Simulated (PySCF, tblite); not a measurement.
# C₈H₆O₄: excited states

Wanted: excited states for C₈H₆O₄ (`COC1=CC(=O)C(C=O)=CC1=O`).

Computed with tblite 0.8.0 and PySCF 2.14.0 and routines of our own; the level stands in each step. Atoms count from 0.

### 1 The system as given

18 atoms, charge 0, multiplicity 1; geometry from: force field or distance geometry start.

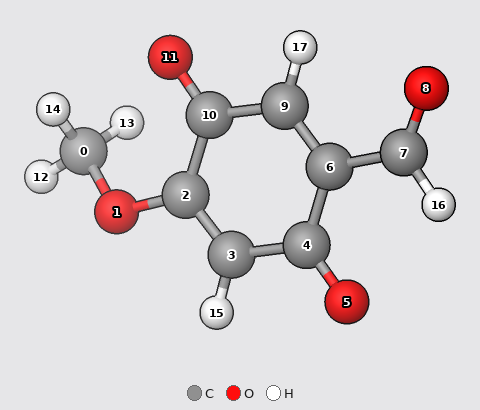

The starting geometry (carbon grey, oxygen red, hydrogen white).

### 2 Optimising the geometry with GFN2-xTB

Job settings and geometry (Å):

```
{"job": {"kind": "relax", "xc": "GFN2-xTB", "basis": "xTB"}, "charge": 0, "multiplicity": 1}
C      3.108100     0.819000    -0.252800
O      2.070800     0.380800    -1.145300
C      0.839400     0.120500    -0.573800
C      0.031600    -0.731800    -1.223400
C     -1.316800    -1.092000    -0.731600
O     -2.011000    -1.891400    -1.359600
C     -1.788400    -0.444800     0.495000
C     -3.124900    -0.753100     1.046600
O     -3.561800    -0.260000     2.074000
C     -1.020200     0.426100     1.155300
C      0.329800     0.790400     0.670000
O      0.976300     1.615000     1.305000
H      4.053200     0.691900    -0.753100
H      3.132700     0.226300     0.664300
H      2.983500     1.897200    -0.036400
H      0.351400    -1.227900    -2.115200
H     -3.724300    -1.475400     0.459200
H     -1.338100     0.915300     2.063500
```

Run with:

```bash
$ OMP_NUM_THREADS=1 python excited_run.py task.json out
```

One launch serves the whole session: the jobs run in the order shown.

The program printed:

```text
step      E/eV     max force
  0    -989.22876    1.690
  1    -989.30306    1.706
  2    -989.34834    0.492
  3    -989.36312    0.360
  4    -989.38202    0.430
  5    -989.39138    0.282
  6    -989.39837    0.229
  7    -989.40345    0.156
  8    -989.40649    0.188
  9    -989.40921    0.140
 10    -989.41142    0.122
 11    -989.41347    0.166
 12    -989.41564    0.156
 13    -989.41796    0.118
 14    -989.41982    0.094
 15    -989.42136    0.102
 16    -989.42302    0.121
 17    -989.42496    0.120
 18    -989.42707    0.105
 19    -989.42890    0.094
 20    -989.43029    0.091
 21    -989.43132    0.070
 22    -989.43210    0.064
 23    -989.43268    0.053
 24    -989.43316    0.057
 25    -989.43365    0.053
 26    -989.43427    0.066
 27    -989.43504    0.094
 28    -989.43594    0.093
 29    -989.43687    0.069
 30    -989.43779    0.079
 31    -989.43882    0.086
 32    -989.44008    0.090
 33    -989.44154    0.090
 34    -989.44303    0.099
 35    -989.44431    0.091
 36    -989.44525    0.066
 37    -989.44585    0.061
 38    -989.44626    0.050
 39    -989.44659    0.051
 40    -989.44692    0.057
 41    -989.44718    0.041
 42    -989.44739    0.047
 43    -989.44754    0.033
 44    -989.44771    0.025
 45    -989.44783    0.029
 46    -989.44801    0.032
 47    -989.44816    0.030
 48    -989.44827    0.023
 49    -989.44836    0.018
 50    -989.44845    0.019
 51    -989.44854    0.021
 52    -989.44865    0.023
 53    -989.44878    0.024
 54    -989.44892    0.028
 55    -989.44906    0.034
 56    -989.44919    0.040
 57    -989.44932    0.038
 58    -989.44946    0.030
 59    -989.44958    0.026
 60    -989.44969    0.026
 61    -989.44977    0.021
 62    -989.44983    0.018
 63    -989.44987    0.015
 64    -989.44991    0.013
 65    -989.44995    0.016
 66    -989.45000    0.018
 67    -989.45006    0.020
 68    -989.45015    0.021
 69    -989.45025    0.023
 70    -989.45037    0.021
 71    -989.45045    0.020
 72    -989.45049    0.018
 73    -989.45053    0.014
 74    -989.45056    0.014
 75    -989.45060    0.017
 76    -989.45062    0.015
 77    -989.45065    0.012
 78    -989.45067    0.011
 79    -989.45069    0.015
 80    -989.45073    0.017
 81    -989.45077    0.017
 82    -989.45080    0.012
 83    -989.45083    0.012
 84    -989.45085    0.012
 85    -989.45087    0.013
 86    -989.45089    0.015
 87    -989.45091    0.015
 88    -989.45095    0.019
 89    -989.45101    0.021
 90    -989.45108    0.023
 91    -989.45116    0.030
 92    -989.45125    0.028
 93    -989.45133    0.018
 94    -989.45138    0.014
 95    -989.45141    0.010
```

Wall time 0.81 s (1 thread of Intel Xeon Platinum 8488C, shared host).

Relaxation path: (not every step is listed)

| step | energy from step 0 (eV) | largest force (eV/Å) |
| --- | --- | --- |
| 0 | 0.0000 | 1.6897 |
| 1 | -0.0743 | 1.7057 |
| 2 | -0.1196 | 0.4918 |
| 3 | -0.1344 | 0.3597 |
| 4 | -0.1533 | 0.4295 |
| 5 | -0.1626 | 0.2818 |
| 6 | -0.1696 | 0.2291 |
| 7 | -0.1747 | 0.1557 |
| 8 | -0.1777 | 0.1881 |
| 16 | -0.1943 | 0.1211 |
| 24 | -0.2044 | 0.0573 |
| 32 | -0.2113 | 0.0902 |
| 40 | -0.2182 | 0.0565 |
| 48 | -0.2195 | 0.0227 |
| 56 | -0.2204 | 0.0397 |
| 64 | -0.2212 | 0.0130 |
| 72 | -0.2217 | 0.0180 |
| 80 | -0.2220 | 0.0171 |
| 88 | -0.2222 | 0.0195 |
| 90 | -0.2223 | 0.0227 |
| 91 | -0.2224 | 0.0301 |
| 92 | -0.2225 | 0.0279 |
| 93 | -0.2226 | 0.0182 |
| 94 | -0.2226 | 0.0144 |
| 95 | -0.2227 | 0.0100 |

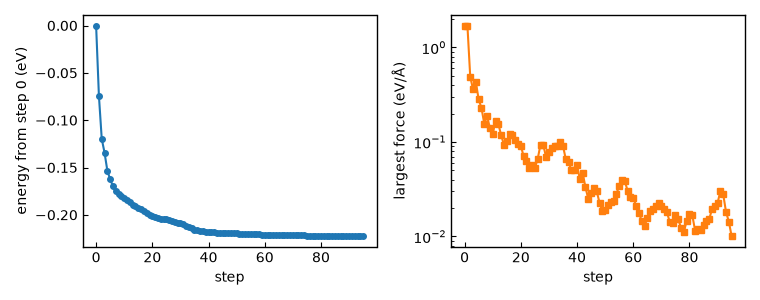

Energy and largest force along the relaxation.

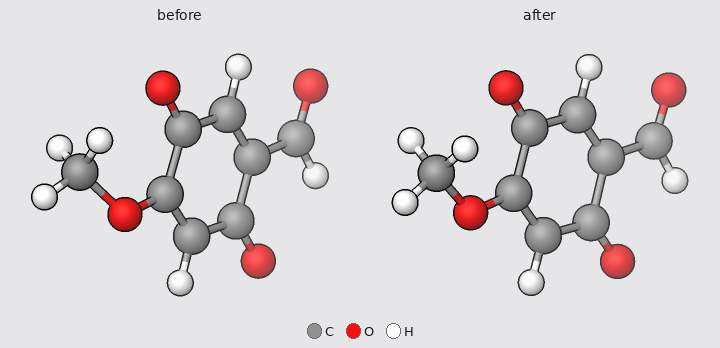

Before and after, at one scale.

Close pairs (by a distance rule), those that changed most:

| bond | before (Å) | after (Å) | change (Å) |
| --- | --- | --- | --- |
| O1–C2 | 1.382 | 1.336 | -0.046 |
| C3–C4 | 1.480 | 1.447 | -0.033 |
| C4–C6 | 1.465 | 1.493 | +0.029 |
| C0–O1 | 1.437 | 1.417 | -0.020 |
| C7–O8 | 1.220 | 1.201 | -0.019 |
| C2–C3 | 1.342 | 1.358 | +0.016 |
| C0–H14 | 1.107 | 1.092 | -0.015 |
| C4–O5 | 1.231 | 1.218 | -0.013 |

The final coordinates are the input of the step that follows.

### 3 Infrared spectrum with GFN2-xTB

Job settings and geometry (Å):

```
{"job": {"kind": "ir", "xc": "GFN2-xTB", "basis": "xTB"}, "charge": 0, "multiplicity": 1}
C      3.093616     0.922619    -0.313443
O      2.110103     0.119584    -0.941489
C      0.874929    -0.021338    -0.451253
C      0.021658    -0.821175    -1.141129
C     -1.347598    -1.084217    -0.755320
O     -2.098529    -1.791067    -1.403152
C     -1.794439    -0.426823     0.509003
C     -3.181643    -0.681982     0.968468
O     -3.646043    -0.251375     1.989182
C     -0.967867     0.370780     1.202207
C      0.417638     0.663382     0.797173
O      1.116830     1.412346     1.449013
H      3.979602     0.817087    -0.938172
H      3.312101     0.577092     0.698866
H      2.791689     1.970908    -0.274576
H      0.370429    -1.298853    -2.045125
H     -3.757114    -1.318556     0.276681
H     -1.304122     0.847906     2.114755
```

The program printed:

```text
mode    cm-1     km/mol
  1      29.4      1.41
  2      78.3     15.23
  3      89.4     11.58
  4     140.5      0.71
  5     157.1      4.86
  6     166.1      8.39
  7     237.3      0.29
  8     249.9      0.70
  9     311.7      2.30
 10     316.9      2.99
 11     381.2      2.30
 12     385.8     12.86
 13     389.7      4.69
 14     459.9      2.77
 15     564.6     44.15
 16     628.6      7.76
 17     640.7      0.81
 18     682.1     23.39
 19     735.0      1.61
 20     744.9      9.23
 21     839.8      4.54
 22     867.8     21.23
 23     882.9     62.81
 24     939.4      0.38
 25    1010.9     14.94
 26    1093.8      1.44
 27    1103.5      0.83
 28    1125.4     73.49
 29    1159.4      5.49
 30    1175.1    402.56
 31    1239.2     10.51
 32    1280.0     77.66
 33    1315.9    115.10
 34    1357.7     11.30
 35    1401.4     16.00
 36    1451.4     10.04
 37    1452.8      6.54
 38    1581.1    264.45
 39    1637.2     40.09
 40    1665.7    226.85
 41    1687.6    457.81
 42    1756.3    204.28
 43    2843.1     36.49
 44    2979.1     10.22
 45    2989.0      5.16
 46    3025.5      8.15
 47    3062.4      0.21
 48    3098.1      3.71
```

It took 0.87 s on 1 thread of Intel Xeon Platinum 8488C, shared host.

Which atoms move in the most intense modes:

| cm⁻¹ | km/mol | atoms |
| --- | --- | --- |
| 1125 | 73.5 | C10 20 %, H12 17 %, C0 13 %, O1 10 % |
| 1175 | 402.6 | C4 16 %, H15 14 %, C9 11 % |
| 1280 | 77.7 | C4 22 %, C6 16 %, C3 15 %, C2 12 % |
| 1316 | 115.1 | C2 41 %, O1 16 %, H15 10 % |
| 1581 | 264.4 | C2 46 %, C3 45 % |
| 1666 | 226.8 | C4 57 %, O5 36 % |
| 1688 | 457.8 | C10 57 %, O11 37 % |
| 1756 | 204.3 | C7 56 %, O8 38 % |

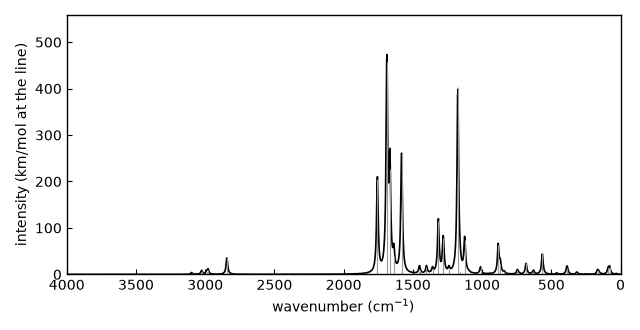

The infrared spectrum from these modes, unscaled. Lines are broadened to a width of 14 cm⁻¹ (Lorentzian).

### 4 Excited states: TDA PBE0/def2-SVP

The job, as its differences from that of step 3:

```diff
@@ -1,2 +1,2 @@
-{"job": {"kind": "ir", "xc": "GFN2-xTB", "basis": "xTB"}, "charge": 0, "multiplicity": 1}
+{"job": {"kind": "states", "xc": "PBE0", "basis": "def2-SVP", "tda": true, "soc": true, "nstates": 6, "ntriplets": 4, "nquad": 4}, "charge": 0, "multiplicity": 1}
 C      3.093616     0.922619    -0.313443
```

With the program's defaults for keys left out, this is: TDA PBE0/def2-SVP excited states, vertical, gas phase, spin-orbit mean-field couplings.

The program printed:

```text
coarse grid: 16752 points
cycle   1  E = -607.6792471014  dE =  2.468e+00  |g| = 1.354e+00  |ddm| = 5.215e+00
cycle   2  E = -606.0944965603  dE =  1.585e+00  |g| = 3.102e+00  |ddm| = 6.585e+00
cycle   3  E = -608.0467005214  dE = -1.952e+00  |g| = 2.129e-01  |ddm| = 5.219e+00
cycle   4  E = -608.0524697085  dE = -5.769e-03  |g| = 1.574e-01  |ddm| = 3.948e-01
cycle   5  E = -608.0573525780  dE = -4.883e-03  |g| = 4.753e-02  |ddm| = 1.968e-01
cycle   6  E = -608.0577631598  dE = -4.106e-04  |g| = 1.755e-02  |ddm| = 6.610e-02
cycle   7  E = -608.0578238265  dE = -6.067e-05  |g| = 6.497e-03  |ddm| = 2.460e-02
cycle   8  E = -608.0578327172  dE = -8.891e-06  |g| = 2.369e-03  |ddm| = 9.354e-03
final grid: 166728 points
cycle   9  E = -608.1693168442  dE =  1.488e-05  |g| = 1.943e-02  |ddm| = 4.742e-02
cycle  10  E = -608.1690429447  dE =  2.739e-04  |g| = 4.151e-02  |ddm| = 6.676e-02
cycle  11  E = -608.1693918881  dE = -3.489e-04  |g| = 2.861e-03  |ddm| = 4.858e-02
cycle  12  E = -608.1693934661  dE = -1.578e-06  |g| = 5.837e-04  |ddm| = 2.925e-03
cycle  13  E = -608.1693935272  dE = -6.113e-08  |g| = 2.354e-04  |ddm| = 9.099e-04
cycle  14  E = -608.1693935379  dE = -1.072e-08  |g| = 1.117e-04  |ddm| = 3.813e-04
cycle  15  E = -608.1693935411  dE = -3.140e-09  |g| = 2.291e-05  |ddm| = 1.552e-04
cycle  16  E = -608.1693935412  dE = -1.144e-10  |g| = 1.169e-05  |ddm| = 3.745e-05
converged SCF energy = -608.1693935412

Singlet excitations
state   eV       nm        f     d(h-e)  d(exc)  Lambda  PR(NTO)  |dmu|/D   mu/D   main configurations
  1   2.0655   600.3   0.00000   1.501   3.456   0.474   1.035    3.180    0.624   H->L 0.95
  2   2.7173   456.3   0.00013   1.100   3.227   0.546   1.023    2.379    5.887   H-2->L 0.93
  3   2.8065   441.8   0.02600   1.747   3.509   0.607   1.031    5.108    8.337   H-1->L 0.92
  4   3.0264   409.7   0.00001   1.576   3.300   0.533   1.207    3.656    0.393   H-3->L 0.84, H->L+1 0.09
  5   4.1498   298.8   0.00029   1.498   3.636   0.485   1.179                     H->L+1 0.83, H-3->L 0.09
  6   4.5647   271.6   0.04726   0.244   3.683   0.713   1.928                     H-4->L 0.57, H-1->L+1 0.36

Triplet excitations (Tamm-Dancoff)
state   eV     d(h-e)  d(exc)  Lambda  PR(NTO)   main configurations
  1   1.7038   1.211   3.296   0.476   1.094   H->L 0.89
  2   1.8316   1.178   3.176   0.602   1.017   H-1->L 0.93
  3   2.2173   0.908   3.101   0.540   1.054   H-2->L 0.89
  4   2.5436   1.347   3.000   0.524   1.435   H-3->L 0.69, H->L+1 0.18
S1 - T1 = 0.3617 eV

Spin-orbit couplings |<S|Hso|T>| (cm-1)
             T1       T2       T3       T4
S0       53.018    0.766   17.894   38.133
S1        0.545   10.384    1.273    5.747
S2        1.668   10.793    0.634    2.192
S3        8.603    0.955    3.251    9.190
S4        6.370   13.065    0.900    1.397
S5        3.710    1.613    0.391    0.243
S6       11.102    0.449   14.656    7.979
T1 sublevels (cm-1): 0.000 0.028 0.272   radiative rates (1/s): 0.884 68.4 261
```

Run time: 56 s. Hardware: 1 thread of Intel Xeon Platinum 8488C, shared host; peak memory 0.93 GiB.

In short:

| quantity | value |
| --- | --- |
| S1 less T1 | 0.36 eV |

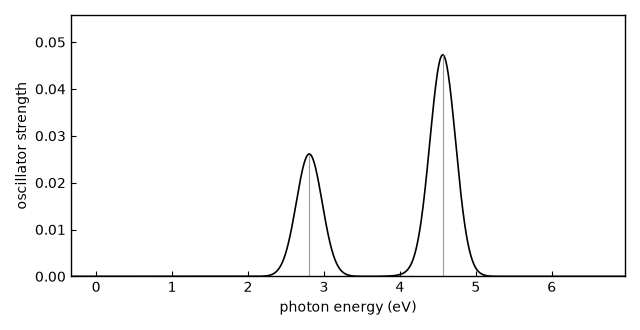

Absorption lines of the singlets. Lines are broadened to a width of 0.40 eV (Gaussian).

The fields below are evaluated on a grid from the run's orbitals.

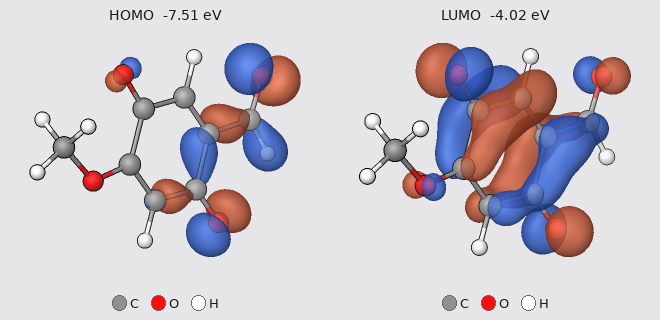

Frontier orbitals at PBE0/def2-SVP; each surface holds 70 % of the orbital's density, blue and red mark the sign.

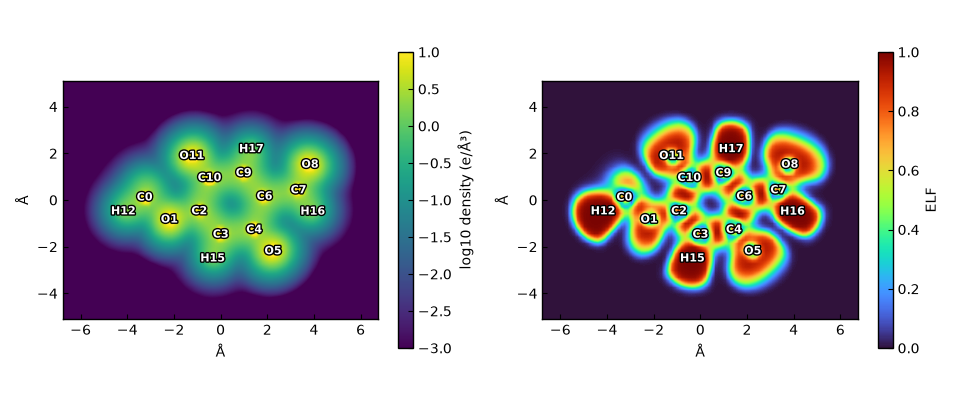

Density (left) and ELF (right) in a plane through or near 16 of the atoms.

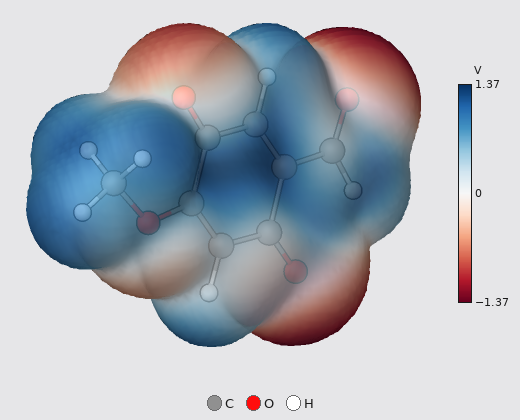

The potential that a unit positive charge feels on the 0.002 e/bohr³ surface, from the 1st to the 99th percentile, from -1.37 V near O8 to 1.30 V near C10.

### 5 Results

```
                                 quantity                  value
strongest single infrared mode (GFN2-xTB)  1688 cm⁻¹, 458 km/mol
             zero-point energy (GFN2-xTB)          76.4 kcal/mol
   S1 less T1 (step 4, TDA PBE0/def2-SVP)                0.36 eV
    surface potential, 1st and 99th percentile     -1.37 V and 1.30 V
```

What this shows: All 48 modes are real, so the xTB geometry is a minimum. The strongest single mode, at 1688 cm⁻¹, moves mainly C10 and O11. GFN2-xTB is a fitted tight-binding method: band positions and strengths are rough. Its intensities can rank the bands wrongly. In step 4, the number of triplets below S1 is 2, and the largest singlet-triplet spin-orbit coupling is S0–T1, 53.02 cm⁻¹. At PBE0/def2-SVP, counted by nearest atom on the grid, the HOMO lies on O8 39 %; O5 23 %, the LUMO on O11 19 %; C6, C9, C10 about 13 % each.
